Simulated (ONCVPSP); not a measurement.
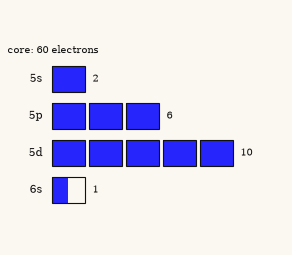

Figure 1. The valence shells of the reference configuration: a box for each of the 2l + 1 orbitals, shaded by the share of the shell that is filled, with the electron count at the right.

Pseudopotential generation, with input and output: Au

Gold (Au, Z = 79), core [Kr] 4d10 4f14, reference valence 5s2 5p6 5d10 6s1, valence charge 19. Computed at this level: ONCV potential, PBE, scalar-relativistic, made with ONCVPSP 4.0.1.

**The input**
```
# ATOM AND REFERENCE CONFIGURATION
# atsym  z   nc   nv     iexc    psfile
  Au 79.00   10    4        4      upf
#
#   n    l    f
    1    0    2.00
    2    0    2.00
    2    1    6.00
    3    0    2.00
    3    1    6.00
    3    2   10.00
    4    0    2.00
    4    1    6.00
    4    2   10.00
    4    3   14.00
    5    0    2.00
    5    1    6.00
    5    2   10.00
    6    0    1.00
#
# PSEUDOPOTENTIAL AND OPTIMIZATION
# lmax
    2
#
#   l,   rc,      ep,       ncon, nbas, qcut
    0    1.50    0.00    4    8   10.50
    1    1.18    0.00    4    8    8.60
    2    2.30    0.00    4    9    5.90
#
# LOCAL POTENTIAL
# lloc, lpopt,  rc(5),   dvloc0
    4    2    0.95    4.00
#
# VANDERBILT-KLEINMAN-BYLANDER PROJECTORs
# l, nproj, debl
    0    3    2.80
    1    2    0.90
    2    2    1.90
#
# MODEL CORE CHARGE
# icmod, fcfact, rcfact
    2    0.30    1.10
#
# LOG DERIVATIVE ANALYSIS
# epsh1, epsh2, depsh
   -5.00    5.00    0.04
#
# OUTPUT GRID
# rlmax, drl
    6.00    0.01
#
# TEST CONFIGURATIONS
# ncnf
    4
# nvcnf
#   n    l    f
    4
    5    0    2.00
    5    1    6.00
    5    2   10.00
    6    0    0.00
#
    4
    5    0    2.00
    5    1    6.00
    5    2    9.00
    6    0    0.00
#
    4
    5    0    2.00
    5    1    6.00
    5    2    8.00
    6    0    0.00
#
    5
    5    0    2.00
    5    1    6.00
    5    2   10.00
    6    0    0.00
    6    1    1.00
#
```

Hardware: 1 CPU thread, shared host.

Command:
```bash
oncvpsp.x < Au.dat > Au.out
```

**The program's output (extracts)**
```
ONCVPSP  (Optimized Norm-Conservinng Vanderbilt PSeudopotential)
scalar-relativistic version 4.0.1

#   n    l    f        energy (Ha)
    1    0    2.00    -2.9689259E+03
    2    0    2.00    -5.2382240E+02
    2    1    6.00    -4.5276778E+02
    3    0    2.00    -1.2363495E+02
    3    1    6.00    -1.0302982E+02
    3    2   10.00    -8.1043342E+01
    4    0    2.00    -2.6835011E+01
    4    1    6.00    -2.0080110E+01
    4    2   10.00    -1.1976524E+01
    4    3   14.00    -2.9811731E+00
    5    0    2.00    -3.9824900E+00
    5    1    6.00    -2.1969617E+00
    5    2   10.00    -2.5273410E-01
    6    0    1.00    -2.1176012E-01

Reference configufation results
  iterations    27
  all-electron total energy (Ha)   -1.90118705D+04

Begin loop to  construct optimized pseudo wave functions
and semi-local pseudopoentials for all angular momenta

   Wellstate for l =  0  n =  7
     eigenvalue =   2.5882
     asymptotic potential =   3.0882
     half-point radius =  2.5872

Calculating optimized projector #   1

 for l=   0

    Fraction of norm inside rc  0.956025
    Optimizing pswf for qcut=  10.49 a_B^-1,  ecut=  55.00 Ha
    Residual kinetic energy error=  4.92D-08 Ha

    Energy error per electron        Cutoff
         Ha          eV             Ha
         0.01000     0.27211       26.71
         0.00100     0.02721       33.67
         0.00010     0.00272       39.51
         0.00001     0.00027       44.38

Calculating optimized projector #   2

 for l=   0

    Fraction of norm inside rc  0.059470
    Optimizing pswf for qcut=  10.49 a_B^-1,  ecut=  55.00 Ha
    Residual kinetic energy error=  1.64D-08 Ha

    Energy error per electron        Cutoff
         Ha          eV             Ha
         0.01000     0.27211       21.94
         0.00100     0.02721       30.64
         0.00010     0.00272       37.69
         0.00001     0.00027       43.45

Calculating optimized projector #   3

 for l=   0

    Fraction of norm inside rc  0.122620
    Optimizing pswf for qcut=  10.49 a_B^-1,  ecut=  55.00 Ha
    Residual kinetic energy error=  1.07D-07 Ha

    Energy error per electron        Cutoff
         Ha          eV             Ha
         0.01000     0.27211       27.50
         0.00100     0.02721       35.39
         0.00010     0.00272       41.75
         0.00001     0.00027       46.78

WARNING wellstate: negative energy specified for n= 6 l=  1
WARNING scattering state with energy  0.25000000
WARNING will be used for the first projector

   Wellstate for l =  1  n =  6
     eigenvalue =   0.2500
     asymptotic potential =   0.7500
     half-point radius =  3.7024

Calculating optimized projector #   1

 for l=   1

    Fraction of norm inside rc  0.657230
    Optimizing pswf for qcut=   8.61 a_B^-1,  ecut=  37.07 Ha
    Residual kinetic energy error=  9.16D-04 Ha

    Energy error per electron        Cutoff
         Ha          eV             Ha
         0.01000     0.27211       28.24
         0.00100     0.02721       36.94
         0.00010     0.00272      129.47
         0.00001     0.00027      155.58

Calculating optimized projector #   2

 for l=   1

    Fraction of norm inside rc  0.052634
    Optimizing pswf for qcut=   8.61 a_B^-1,  ecut=  37.07 Ha
    Residual kinetic energy error=  2.01D-04 Ha

    Energy error per electron        Cutoff
         Ha          eV             Ha
         0.01000     0.27211       19.68
         0.00100     0.02721       31.57
         0.00010     0.00272       40.28
         0.00001     0.00027       96.21

   Wellstate for l =  2  n =  7
     eigenvalue =   1.6473
     asymptotic potential =   2.1473
     half-point radius =  4.4087

Calculating optimized projector #   1

 for l=   2

    Fraction of norm inside rc  0.850611
    Optimizing pswf for qcut=   5.89 a_B^-1,  ecut=  17.36 Ha
    Residual kinetic energy error=  3.41D-05 Ha

    Energy error per electron        Cutoff
         Ha          eV             Ha
         0.01000     0.27211       11.78
         0.00100     0.02721       14.25
         0.00010     0.00272       16.62
         0.00001     0.00027       36.38

Calculating optimized projector #   2

 for l=   2

    Fraction of norm inside rc  0.175455
    Optimizing pswf for qcut=   5.89 a_B^-1,  ecut=  17.36 Ha
    Residual kinetic energy error=  1.31D-04 Ha

    Energy error per electron        Cutoff
         Ha          eV             Ha
         0.01000     0.27211       12.30
         0.00100     0.02721       15.25
         0.00010     0.00272       17.82
         0.00001     0.00027       49.82

Construct Vanderbilt / Kleinmman-Bylander projectors

B matrix Hermiticity error, ll=   0
   1   2    6.5102E-04
   1   3   -1.4583E-03
   2   3    2.1271E-04

  Orthonormal projector coefficients  2.0577E+01  2.6750E+00  4.1753E-01

B matrix Hermiticity error, ll=   1
   1   2    4.1188E-04

  Orthonormal projector coefficients  8.9043E+00  1.8524E+00

B matrix Hermiticity error, ll=   2
   1   2   -2.0303E-04

  Orthonormal projector coefficients  4.5990E+00 -9.1969E-01

Model core correction analysis
  based on d2Exc/dn_idn_j

d2excae - all-electron derivatives

   -3.004153D-02   -2.565742D-02   -1.244171D-02   -1.485112D-03
   -2.565748D-02   -2.494441D-02   -1.534942D-02   -2.133440D-03
   -1.244178D-02   -1.534947D-02   -1.683188D-02   -9.877649D-03
   -1.485069D-03   -2.133230D-03   -9.876719D-03   -2.465249D-02

d2excps - pseudofunction derivatives with no core correction

   -4.789423D-02   -3.581586D-02   -1.371951D-02   -2.895179D-03
   -3.581714D-02   -3.137903D-02   -1.624936D-02   -2.847280D-03
   -1.371995D-02   -1.624950D-02   -1.785398D-02   -1.010079D-02
   -2.895483D-03   -2.847115D-03   -1.009989D-02   -2.468743D-02

rms 2nd derivative error    6.008143E-03

amplitude prefactor, scale prefactor
    8.3620    1.2136

d2excps - pseudofunction derivatives with core correction

   -2.961913D-02   -2.573025D-02   -1.162259D-02   -1.519235D-03
   -2.573028D-02   -2.544935D-02   -1.507304D-02   -2.130684D-03
   -1.162265D-02   -1.507309D-02   -1.777950D-02   -9.952877D-03
   -1.519198D-03   -2.130481D-03   -9.951979D-03   -2.457824D-02

rms 2nd derivative error    4.224813E-04

Pseudoatom total energy -135.563931

Diagnostic tests using Vanderbilt-Kleinman-Bylander pseudopotentials
  1 or more projectors used as specified by nproj input data

   l    rcore       rmatch      e in        delta e   norm test  slope test

   0   1.5016372   1.5472302  -3.9824900   0.0000111   1.0003068   1.0002912
   0   1.5016372   1.5472302  -0.2117601   0.0000077   1.0000620   1.0000446
   0   1.5016372   1.5472302   2.5882399   0.0001218   1.0004111   1.0004111

   1   1.1820771   1.2179675  -2.1969617  -0.0000326   1.0002294   1.0002734
   1   1.1820771   1.2179675   0.2500000   0.0000131   1.0005558   1.0005558

   2   2.3100407   2.3801786  -0.2527341  -0.0000016   1.0000967   1.0001012
   2   2.3100407   2.3801786   1.6472659   0.0000217   1.0001314   1.0001314

 Testing for bound ghosts
   n   l    E NL Schr. Eq   E Basis Diag.   E Cutoff

   1   0       -3.982479       -3.982476    155.74
   2   0       -0.211752       -0.143796    155.74

   2   1       -2.196994       -2.196646    216.48

   3   2       -0.252736       -0.252553     83.21

 Testing for highly-localized positive-energy ghosts
       l    <radius>/rc     E Basis Diag.   E Cutoff

       0        0.430411       24.342324    155.74  WARNING - GHOST(+)

Test configuration 0

   n   l     f        eae           eps        diff
   1   0  2.0000-2968.92589778
   2   0  2.0000 -523.82239757
   2   1  6.0000 -452.76777819
   3   0  2.0000 -123.63495332
   3   1  6.0000 -103.02982059
   3   2 10.0000  -81.04334170
   4   0  2.0000  -26.83501075
   4   1  6.0000  -20.08010982
   4   2 10.0000  -11.97652401
   4   3 14.0000   -2.98117312
   5   0  2.0000   -3.98249004   -3.98247893    1.11D-05
   5   1  6.0000   -2.19696170   -2.19699432   -3.26D-05
   5   2 10.0000   -0.25273410   -0.25273571   -1.61D-06
   6   0  1.0000   -0.21176012   -0.21175240    7.73D-06

    Total energies and differences
      AE_ref= -1.90118705D+04  AE_tst= -1.90118705D+04  dif=  0.00D+00
      PS_ref= -1.35563931D+02  PS_tst= -1.35563931D+02  dif=  8.53D-14
      PSP excitation error= -8.53D-14

Test configuration 1

   n   l     f        eae           eps        diff
   1   0  2.0000-2969.23845579
   2   0  2.0000 -524.13205489
   2   1  6.0000 -453.07748944
   3   0  2.0000 -123.94533868
   3   1  6.0000 -103.34021348
   3   2 10.0000  -81.35347159
   4   0  2.0000  -27.14592613
   4   1  6.0000  -20.39101133
   4   2 10.0000  -12.28732625
   4   3 14.0000   -3.29206627
   5   0  2.0000   -4.29519845   -4.29687613   -1.68D-03
   5   1  6.0000   -2.51159431   -2.51242713   -8.33D-04
   5   2 10.0000   -0.56330305   -0.56375235   -4.49D-04

    Total energies and differences
      AE_ref= -1.90118705D+04  AE_tst= -1.90115247D+04  dif=  3.46D-01
      PS_ref= -1.35563931D+02  PS_tst= -1.35218092D+02  dif=  3.46D-01
      PSP excitation error= -7.09D-05

Test configuration 2

   n   l     f        eae           eps        diff
   1   0  2.0000-2969.72618425
   2   0  2.0000 -524.62115712
   2   1  6.0000 -453.56656093
   3   0  2.0000 -124.43344283
   3   1  6.0000 -103.82830940
   3   2 10.0000  -81.84179869
   4   0  2.0000  -27.63340372
   4   1  6.0000  -20.87845512
   4   2 10.0000  -12.77477372
   4   3 14.0000   -3.77917787
   5   0  2.0000   -4.77767282   -4.77810675   -4.34D-04
   5   1  6.0000   -2.98759060   -2.98781671   -2.26D-04
   5   2  9.0000   -1.00452237   -1.00392040    6.02D-04

    Total energies and differences
      AE_ref= -1.90118705D+04  AE_tst= -1.90107453D+04  dif=  1.13D+00
      PS_ref= -1.35563931D+02  PS_tst= -1.34438528D+02  dif=  1.13D+00
      PSP excitation error= -2.38D-04

Test configuration 3

   n   l     f        eae           eps        diff
   1   0  2.0000-2970.27701397
   2   0  2.0000 -525.17380356
   2   1  6.0000 -454.11921575
   3   0  2.0000 -124.98366221
   3   1  6.0000 -104.37851569
   3   2 10.0000  -82.39247151
   4   0  2.0000  -28.18194718
   4   1  6.0000  -21.42687137
   4   2 10.0000  -13.32310224
   4   3 14.0000   -4.32673582
   5   0  2.0000   -5.31599183   -5.31358129    2.41D-03
   5   1  6.0000   -3.51618655   -3.51441446    1.77D-03
   5   2  8.0000   -1.49306472   -1.48947987    3.58D-03

    Total energies and differences
      AE_ref= -1.90118705D+04  AE_tst= -1.90095003D+04  dif=  2.37D+00
      PS_ref= -1.35563931D+02  PS_tst= -1.33195183D+02  dif=  2.37D+00
      PSP excitation error=  1.39D-03

Test configuration 4

   n   l     f        eae           eps        diff
   1   0  2.0000-2969.00612723
   2   0  2.0000 -523.90087596
   2   1  6.0000 -452.84625025
   3   0  2.0000 -123.71403591
   3   1  6.0000 -103.10890249
   3   2 10.0000  -81.12225513
   4   0  2.0000  -26.91448357
   4   1  6.0000  -20.15956623
   4   2 10.0000  -12.05590943
   4   3 14.0000   -3.06062111
   5   0  2.0000   -4.06313082   -4.06429038   -1.16D-03
   5   1  6.0000   -2.27863279   -2.27921992   -5.87D-04
   5   2 10.0000   -0.33091470   -0.33117368   -2.59D-04
   6   1  1.0000   -0.06689184   -0.06686795    2.39D-05

    Total energies and differences
      AE_ref= -1.90118705D+04  AE_tst= -1.90116776D+04  dif=  1.93D-01
      PS_ref= -1.35563931D+02  PS_tst= -1.35370985D+02  dif=  1.93D-01
      PSP excitation error= -5.70D-05
```

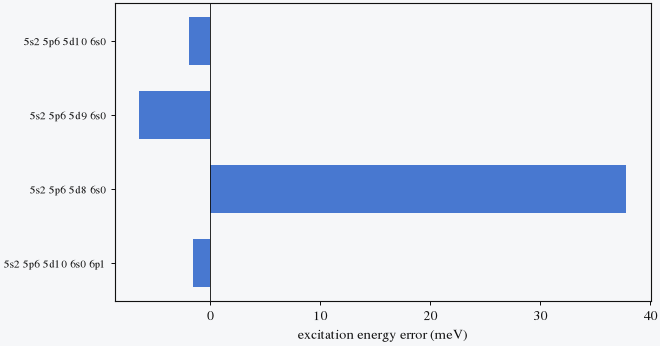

Figure 2. Errors, all-electron minus pseudo, of the energies of valence configurations relative to the unpolarised reference 5s2 5p6 5d10 6s1.

- Worst configuration: 5s2 5p6 5d8 6s0 (charge +3): the error is +38 meV on an all-electron energy of +64.49 eV relative to the reference, or 0.059 %.
- Configurations within 10 meV and within 50 meV: 3 and 4 of 4.

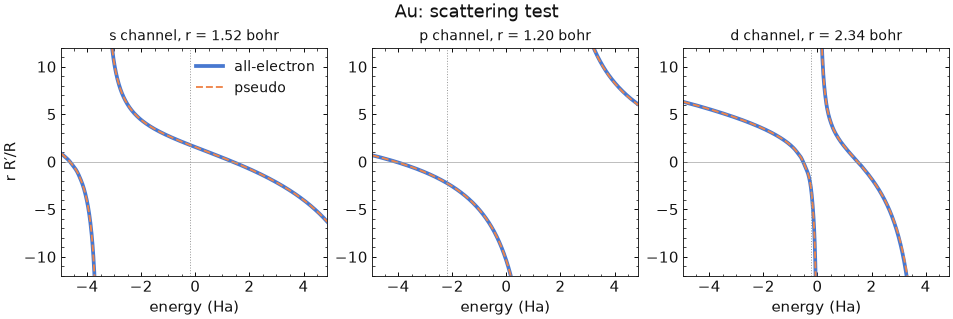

Figure 3. Logarithmic derivatives r R′/R at the test radius against energy, all-electron atom (solid) and pseudo-atom (dashed). Here R(r) is the radial function. The dotted line marks the reference energy of the channel. Not drawn: f: not judged.

- Ghost states: the plot shows none: pseudo and all-electron curves have the same branches in all channels drawn. The separate test gives: no bound ghost flagged; no localised positive-energy state flagged (flags above 300 eV left out).
- Zeros of the logarithmic derivative: s: all-electron -4.6 and 1.4 Ha, pseudo -4.6 and 1.4 Ha; p: all-electron -4.1 Ha, pseudo -4.1 Ha; d: all-electron -0.5 and 1.5 Ha, pseudo -0.5 and 1.5 Ha.

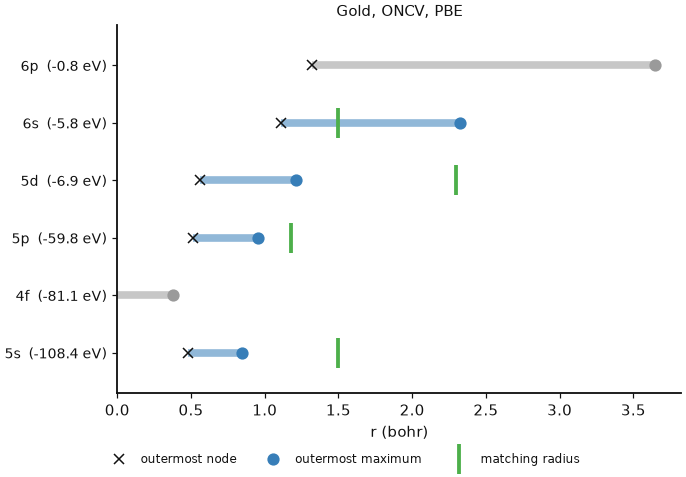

Figure 4. Outer shells of the all-electron reference atom: each bar runs from the outermost node (or the nucleus) to the outermost maximum of u(r); the tick is the radius chosen for the pseudo-wave. Shells without a tick have no pseudo-wave of their own. Levels, nodes and maxima are from ld1.x, scalar-relativistic.

- Radii against the shells: 5s: 1.50 bohr, outside the maximum; 5p: 1.18 bohr, outside the maximum; 5d: 2.30 bohr, outside the maximum; 6s: 1.50 bohr, between node and maximum.

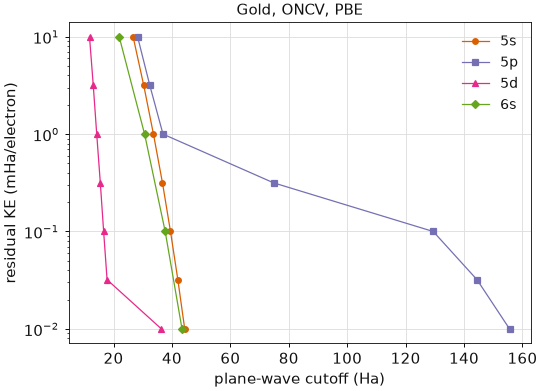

Figure 5. Residual kinetic energy of the pseudo-waves (the first of each channel, and further valence shells) beyond the plane-wave cutoff, as the generator prints it.

- Cutoffs for 1 mHa per electron: 5p: 37 Ha; 5s: 34 Ha; 6s: 31 Ha; 5d: 14 Ha.
- Cutoffs for the occupied states: 37 Ha for 1 mHa and 129 Ha for 0.1 mHa per electron. The first is set by 5p.

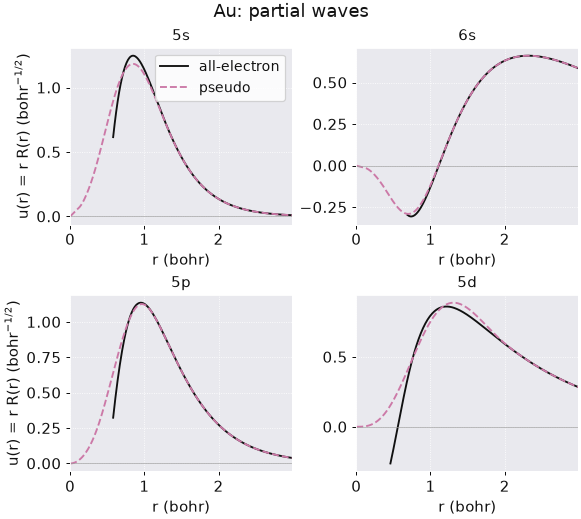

Figure 6. Pseudo-waves (dashed) against the all-electron radial functions (solid). The innermost oscillations of some all-electron curves aren't drawn. Reference configuration 5s2 5p6 5d10 6s1.

- Matching radii: 5s at 1.50 bohr; 6s at 1.50 bohr; 5p at 1.18 bohr; 5d at 2.30 bohr. The curves merge smoothly, so the plot gives these only roughly.
- Nodes of the pseudo-waves: 5s has no node; 6s has a node at about 1.1 bohr; 5p has no node; 5d has no node. A node in 6s is expected, since a lower shell of the same l is also in the valence and the two must stay orthogonal.
- Cutoffs needed: 37 Ha (loose) and 129 Ha (tight), as the cutoffs at which the residual kinetic energy of the hardest occupied pseudo-wave falls to 1 and 0.1 mHa per electron.

**Key numbers**

- outcome: generated
- cutoffs needed: 37 Ha and 129 Ha (the cutoffs at which the residual kinetic energy of the hardest occupied pseudo-wave falls to 1 and 0.1 mHa per electron)
- ghost test: no bound ghost flagged; no localised positive-energy state flagged (flags above 300 eV left out)
- largest excitation error: +38 meV (all-electron minus pseudo) for 5s2 5p6 5d8 6s0, out of 4 test configurations
- rms error of d²Exc/dni dnj: 6.01 mHa without and 0.42 mHa with the model core
- range over which the phases arctan(r R′/R) at the test radius agree within 0.05 rad (a looser test near the poles than one of phase shifts): s: over the whole range computed; p: over the whole range computed; d: over the whole range computed; f: not judged, local potential alone
- wall time: 4.4 s

**Notes**

Warnings of the program, in the generation or the tests: wellstate: negative energy specified for n= 6 l= 1.
